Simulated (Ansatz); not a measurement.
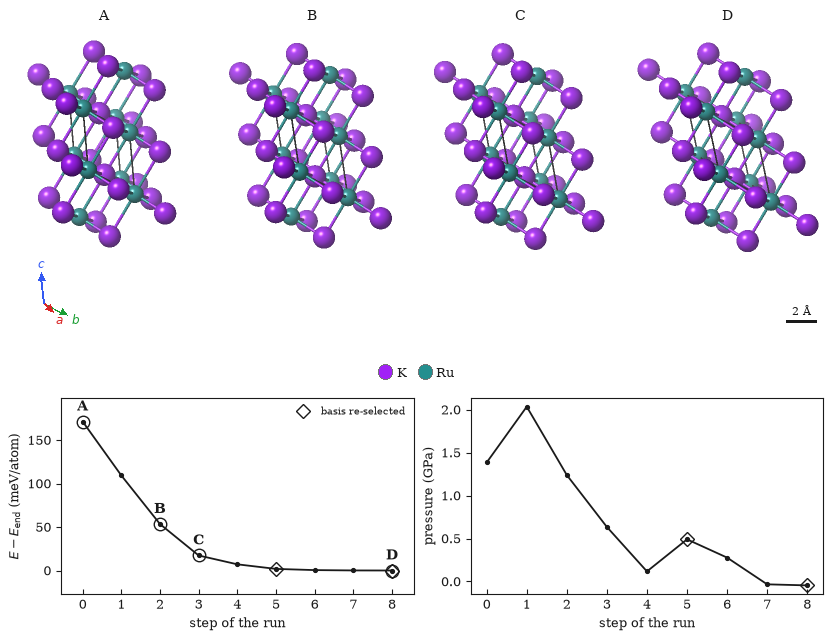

Frames of a relaxation of crystalline KRu (a generated structure, set up in I4/mmm) (coarse preliminary run), marked on the history of the run. The picture is a ball-and-stick view of the cell of the calculation, seen slightly off an axis.

Method: DFT PBE, scalar-relativistic, plane waves, PAW in Ansatz 0.2.0.

The input:
```yaml
crystal:
  lattice:
    - [-2.33687527, 2.33687527, 2.55100617]
    - [2.33687527, -2.33687527, 2.55100617]
    - [2.33687527, 2.33687527, -2.55100617]
  atoms:
    - { symbol: K, position: [0.5, 0.5, 0.0] }
    - { symbol: Ru, position: [0.0, 0.0, 0.0] }
basis:
  ecutwfc: 420
kpoints:
  mp_grid: { grid: [6, 6, 6] }
hamiltonian:
  xc: pbe
scf:
  occupations: { method: gaussian, width: 0.1 }
  lower_state_search: "off"
output:
  forces: true
  stress: true
  eigenvalues: true
relax:
  adjacent_minimum: "off"
  f_tol: 0.04
  max_steps: 70
  cell: { stress_tol: 0.4 }
```

Command:
```bash
ansatz run input.yaml --threads 1 --pin off --max-ram 2048MiB --backend cpu --events-out ev --progress --plain --runs-dir out
```

Q: What happens along the run?

A: The energy falls by 171 meV per atom in 6 accepted moves (8 points after the start). All forces vanish by symmetry, so only the cell relaxes. The pressure goes from 1.38 to −0.05 GPa. At 2 points the geometry stayed and the basis and grid were re-selected for the new cell (energy shift of 5.3 meV per atom at most each time). No atom moves by more than 0.005 Å relative to the cell. The volume changes by +3.5 %, with a = b = c 4.175 → 4.335 Å (+3.8 %), α 111.9° → 119.9°, β 111.9° → 119.9°, γ 104.7° → 90.1°. Some distances before and after: K1–Ru2 2.551 → 3.062 Å, K1–Ru2 (another image) 3.305 → 3.069 Å. The space group stays I4/mmm (No. 139). The run took 15 s on 1 thread of Arm Neoverse V2, with other jobs on the host, peak memory 0.39 GiB. From step 0 to 2: volume −1.9 %, energy −118 meV per atom. From step 2 to 3: volume +1.2 %, energy −36.1 meV per atom. From step 3 to 8: volume +4.2 %, energy −17.3 meV per atom.

```csv
step,"E − E(0), meV/atom","pressure, GPa","volume, Å³/atom",note
0,0.00,1.38,27.862,
1,-61.99,2.03,26.624,
2,-117.86,1.24,27.344,
3,-153.97,0.63,27.678,
4,-164.14,0.12,27.942,
5,-169.41,0.49,27.942,"same geometry, new basis"
6,-170.78,0.28,28.286,
7,-171.17,-0.03,28.842,
8,-171.24,-0.05,28.842,"same geometry, new basis"
```
